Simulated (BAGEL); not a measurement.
# CH5GaO (SMILES [CH3][GaH][OH]) at RI-MP2/6-31G(d) (density fitting with qzvpp-jkfit, spherical functions)

Aim: the energy change on altering one bond length of CH5GaO at RI-MP2/6-31G* (density fitting with qzvpp-jkfit, spherical functions), from 2 runs. 

Program for the calculation: BAGEL 1.2.2.

2 further runs of the same task are left out: 1 that didn't finish, 1 set aside as unsound or not needed. Runs told in other sessions of the task aren't counted.

**1. The molecule**

The species is CH5GaO (8 atoms), meant as a singlet with charge 0. As SMILES, `[CH3][GaH][OH]`. The shape comes from GFN2-xTB, which is rough for such elements, and wasn't checked as a minimum. This is one conformer, not always the lowest.

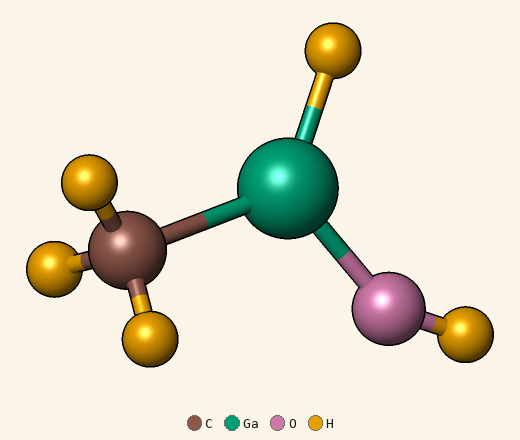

The structure, seen from a chosen angle (carbon brown, gallium teal, oxygen pink, hydrogen amber).

**2. A single-point energy at RI-MP2/6-31G(d) (density fitting with qzvpp-jkfit, spherical functions)**

The input, mp2.json:

```json
{ "bagel": [

{
  "title": "molecule",
  "basis": "6-31gs.json",
  "df_basis": "qzvpp-jkfit",
  "angstrom": "true",
  "geometry": [
    { "atom": "C", "xyz": [   -0.795440,    0.943740,   -0.418960 ] },
    { "atom": "Ga", "xyz": [    0.781230,   -0.258110,   -0.029210 ] },
    { "atom": "O", "xyz": [    0.386530,   -1.586970,    0.981740 ] },
    { "atom": "H", "xyz": [   -0.506800,    1.982800,   -0.576170 ] },
    { "atom": "H", "xyz": [   -1.474040,    0.876310,    0.433320 ] },
    { "atom": "H", "xyz": [   -1.324680,    0.597280,   -1.308140 ] },
    { "atom": "H", "xyz": [    2.271490,   -0.167390,   -0.499100 ] },
    { "atom": "H", "xyz": [    0.661710,   -2.387640,    1.416530 ] }
  ]
},
{ "title": "hf" },
{ "title": "mp2", "ncore": 11 }

]}
```

The basis set 6-31G* is read from a file made from the Basis Set Exchange's data (not shown).

Launch:

```
$ BAGEL_NUM_THREADS=1 BAGEL mp2.json > mp2.out
```

Standard output:

```text
* using 1 threads per process

  ===============================================================
  ===============================================================

  *** Geometry ***

  { "atom" : "C", "xyz" : [     -1.503164,      1.783410,     -0.791720 ] },
  { "atom" : "Ga", "xyz" : [      1.476311,     -0.487757,     -0.055199 ] },
  { "atom" : "O", "xyz" : [      0.730436,     -2.998939,      1.855220 ] },
  { "atom" : "H", "xyz" : [     -0.957713,      3.746949,     -1.088804 ] },
  { "atom" : "H", "xyz" : [     -2.785532,      1.655986,      0.818856 ] },
  { "atom" : "H", "xyz" : [     -2.503282,      1.128696,     -2.472026 ] },
  { "atom" : "H", "xyz" : [      4.292494,     -0.316321,     -0.943162 ] },
  { "atom" : "H", "xyz" : [      1.250451,     -4.511986,      2.676854 ] },

  Number of auxiliary basis functions:      508

  Since a DF basis is specified, we compute 2- and 3-index integrals:
    o Being stored without compression. Storage requirement is 0.020 GB

  Number of basis functions:       70
  Number of electrons      :       50

    * METHOD: MOLECULE                             0.45

  *** RHF ***

  === Nuclear Repulsion ===
   190.9441355897

      * DIIS with orbital gradients will be used.

  === RHF iteration (6-31gs.json) ===
      0      -2038.38565064          0.02418125           0.09
      1      -2038.51372052          0.01660645           0.09
      2      -2038.60454600          0.00165906           0.09
      3      -2038.60587716          0.00055977           0.09
      4      -2038.60602342          0.00007808           0.09
      5      -2038.60602783          0.00002106           0.09
      6      -2038.60602810          0.00001119           0.09
      7      -2038.60602816          0.00000225           0.09
      8      -2038.60602816          0.00000069           0.09
      9      -2038.60602816          0.00000025           0.09
     10      -2038.60602816          0.00000007           0.09
     11      -2038.60602816          0.00000003           0.09
     12      -2038.60602816          0.00000001           0.09
    * SCF iteration converged.

    * Permanent dipole moment:
           (   -0.197273,     0.047899,     0.047764) a.u.

    * METHOD: HF                                   1.52

  *** RHF ***

  === Nuclear Repulsion ===
   190.9441355897

      * DIIS with orbital gradients will be used.

  === RHF iteration (6-31gs.json) ===
      0      -2038.60602816          0.00000001           0.09
    * SCF iteration converged.

    * Permanent dipole moment:
           (   -0.197274,     0.047900,     0.047764) a.u.

  === DF-MP2 calculation ===

    * freezing 11 orbitals
    * 3-index integral transformation done
    * assembly done

      MP2 correlation energy:   -0.5511291068      0.05

      MP2 total energy:       -2039.1571572688

    * METHOD: MP2                                  0.26

  ===============================================================
```

Wall time 2.4 s (1 thread of Arm Neoverse N1, shared host); peak memory 0.11 GiB.

**3. The distorted shape at the same level**

The input, input.json:

```json
{ "bagel": [

{
  "title": "molecule",
  "basis": "6-31gs.json",
  "df_basis": "qzvpp-jkfit",
  "angstrom": true,
  "geometry": [
    { "atom": "C", "xyz": [      -2.056762,       1.905209,      -0.730756 ] },
    { "atom": "Ga", "xyz": [       0.781230,      -0.258110,      -0.029210 ] },
    { "atom": "O", "xyz": [       0.386530,      -1.586970,       0.981740 ] },
    { "atom": "H", "xyz": [      -1.768122,       2.944269,      -0.887966 ] },
    { "atom": "H", "xyz": [      -2.735362,       1.837779,       0.121524 ] },
    { "atom": "H", "xyz": [      -2.586002,       1.558749,      -1.619936 ] },
    { "atom": "H", "xyz": [       2.271490,      -0.167390,      -0.499100 ] },
    { "atom": "H", "xyz": [       0.661710,      -2.387640,       1.416530 ] }
  ]
},

{ "title": "hf" },

{ "title": "mp2", "ncore": 11 }

]}
```

The basis set 6-31G* is read from a file made from the Basis Set Exchange's data (not shown).

Launch:

```
$ BAGEL_NUM_THREADS=1 BAGEL input.json > input.out
```

Standard output:

```text
* using 1 threads per process

  ===============================================================
  ===============================================================

  *** Geometry ***

  { "atom" : "C", "xyz" : [     -3.886717,      3.600323,     -1.380929 ] },
  { "atom" : "Ga", "xyz" : [      1.476311,     -0.487757,     -0.055199 ] },
  { "atom" : "O", "xyz" : [      0.730436,     -2.998939,      1.855220 ] },
  { "atom" : "H", "xyz" : [     -3.341266,      5.563862,     -1.678013 ] },
  { "atom" : "H", "xyz" : [     -5.169085,      3.472899,      0.229647 ] },
  { "atom" : "H", "xyz" : [     -4.886836,      2.945609,     -3.061235 ] },
  { "atom" : "H", "xyz" : [      4.292494,     -0.316321,     -0.943162 ] },
  { "atom" : "H", "xyz" : [      1.250451,     -4.511986,      2.676854 ] },

  Number of auxiliary basis functions:      508

  Since a DF basis is specified, we compute 2- and 3-index integrals:
    o Being stored without compression. Storage requirement is 0.020 GB

  Number of basis functions:       70
  Number of electrons      :       50

    * METHOD: MOLECULE                             0.44

  *** RHF ***

  === Nuclear Repulsion ===
   157.9032830179

      * DIIS with orbital gradients will be used.

  === RHF iteration (6-31gs.json) ===
      0      -2038.06170358          0.02732061           0.10
      1      -2038.14432831          0.02525233           0.09
      2      -2038.43366294          0.00326785           0.09
      3      -2038.44086986          0.00195157           0.09
      4      -2038.44304760          0.00036332           0.09
      5      -2038.44326446          0.00014650           0.09
      6      -2038.44328271          0.00005859           0.09
      7      -2038.44328521          0.00001516           0.09
      8      -2038.44328540          0.00000228           0.09
      9      -2038.44328540          0.00000118           0.09
     10      -2038.44328540          0.00000036           0.09
     11      -2038.44328540          0.00000010           0.09
     12      -2038.44328540          0.00000005           0.09
     13      -2038.44328540          0.00000001           0.09
     14      -2038.44328540          0.00000000           0.09
    * SCF iteration converged.

    * Permanent dipole moment:
           (   -0.513842,     0.314652,    -0.046487) a.u.

    * METHOD: HF                                   1.69

  *** RHF ***

  === Nuclear Repulsion ===
   157.9032830179

      * DIIS with orbital gradients will be used.

  === RHF iteration (6-31gs.json) ===
      0      -2038.44328540          0.00000000           0.09
    * SCF iteration converged.

    * Permanent dipole moment:
           (   -0.513842,     0.314651,    -0.046487) a.u.

  === DF-MP2 calculation ===

    * freezing 11 orbitals
    * 3-index integral transformation done
    * assembly done

      MP2 correlation energy:   -0.5690577678      0.05

      MP2 total energy:       -2039.0123431725

    * METHOD: MP2                                  0.25

  ===============================================================
```

It took 2.6 s on 1 thread of Arm Neoverse N1, shared host; peak memory 0.11 GiB.

**4. Results**

At RI-MP2/6-31G* (density fitting with qzvpp-jkfit, spherical functions), 11 core orbitals frozen:

| quantity | value |
| --- | --- |
| first shape: total energy | -2039.15716 Eh |
| first shape: correlation energy (11 core orbitals frozen) | -551.1 mEh |
| distorted shape: total energy | -2039.01234 Eh |
| distorted shape: correlation energy (11 core orbitals frozen) | -569.1 mEh |
| energy change with the C1–Ga2 bond stretched from 2.020 to 3.637 Å | 3.941 eV |

**Reading.** With the C1–Ga2 bond stretched from 2.020 to 3.637 Å the energy rises by 3.94 eV (91 kcal/mol). The first shape isn't relaxed at this level, so the change isn't measured from a minimum. A restricted reference can't describe the breaking bond well at this length.
